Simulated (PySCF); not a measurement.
**C8H12: density, localisation and related maps**

```csv
atom,x (Å),y (Å),z (Å)
C,-0.5453,-0.3065,-0.4590
C,-1.7579,-0.0921,-0.0097
C,-2.6187,0.4555,1.0411
C,-3.2060,-0.2222,-0.1828
C,0.6946,0.1131,0.2555
C,1.7715,-0.9752,0.4621
C,2.8351,-0.0179,-0.0927
C,1.7202,0.9240,-0.5675
H,-0.3972,-0.8159,-1.4041
H,-2.7154,1.5288,1.1296
H,-2.6767,-0.0594,1.9903
H,-3.6580,-1.1970,-0.0622
H,-3.7006,0.3914,-0.9232
H,0.4315,0.6126,1.1890
H,1.9129,-1.3120,1.4868
H,1.6088,-1.8432,-0.1742
H,3.4804,-0.4221,-0.8701
H,3.4561,0.4204,0.6858
H,1.5355,0.8567,-1.6380
H,1.8239,1.9716,-0.2937
```

Geometry: GFN2-xTB.

The calculation used PBE0/def2-SVPD, SCF density, gas phase in PySCF.

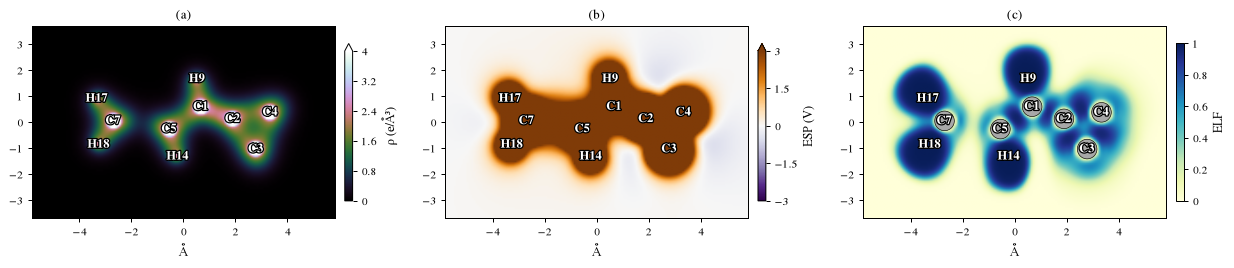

Figure 1. (a) electron density; (b) molecular electrostatic potential; (c) electron localisation function on the plane of atoms C1, C2 and C3. Grey discs cover the atomic cores in the ELF map.

### Interpret the plot.

- The plane passes through C and H nuclei.
- C–C (1.31 Å): ρ is about 2.3 e/Å³ halfway; the ELF peaks at about 0.90 between the atoms (a multiple bond).
- C–H (1.08 Å): ρ is about 2 e/Å³ halfway; the ELF climbs to about 1 towards the hydrogen, as it does in any bond to H (an ordinary covalent bond to hydrogen).
- C–C (1.46 Å): ρ at the midpoint is about 1.7 e/Å³; the ELF peaks at about 0.90 between the atoms: a covalent bond.
- C–C (1.52 Å): ρ at the midpoint is about 1.6 e/Å³; the ELF peaks at about 0.85 between the atoms, as expected for a shared electron pair.
- Outside the dense part of the molecule the potential is most negative (−0.5 V) near C3.

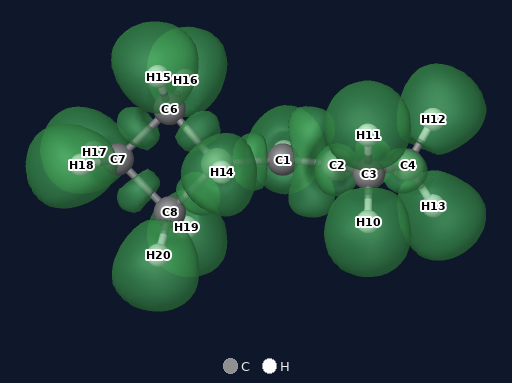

Figure 2. Isosurface of the electron localisation function at 0.75 (green), seen at a tilt. Only the valence region is drawn (cores and ρ < 0.01 e/Å³ removed).

### Identify the bonds, lone pairs and shells in this picture.

The surface consists of nine regions between bonded C–C atoms (shared pairs) and twelve regions around hydrogen nuclei.

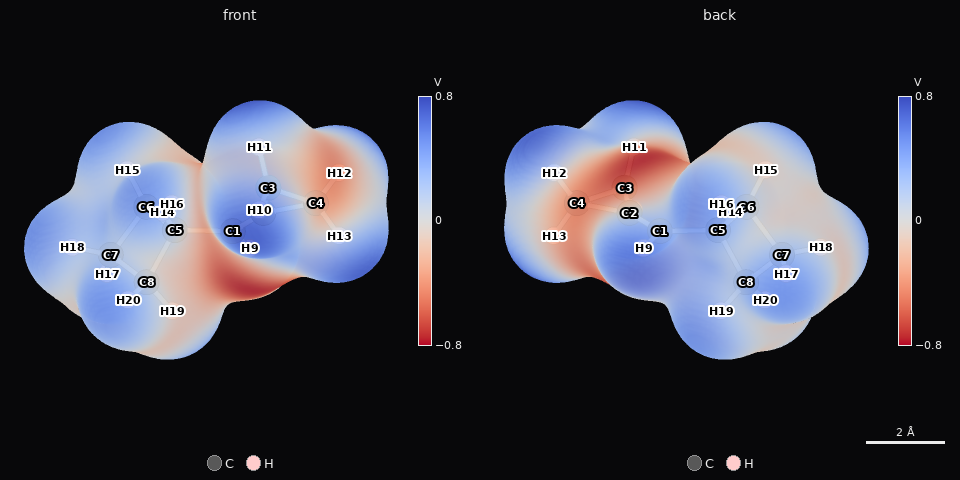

Figure 3. The molecular electrostatic potential painted on the density surface at 0.002 e/bohr³, seen from the front and from behind; red is negative and blue positive.

### Describe the electrostatic potential map.

The most negative region (about −0.7 V) lies over the π face of C1 and C2, the most positive (about +0.7 V) over H10, H11, H12 and H13.
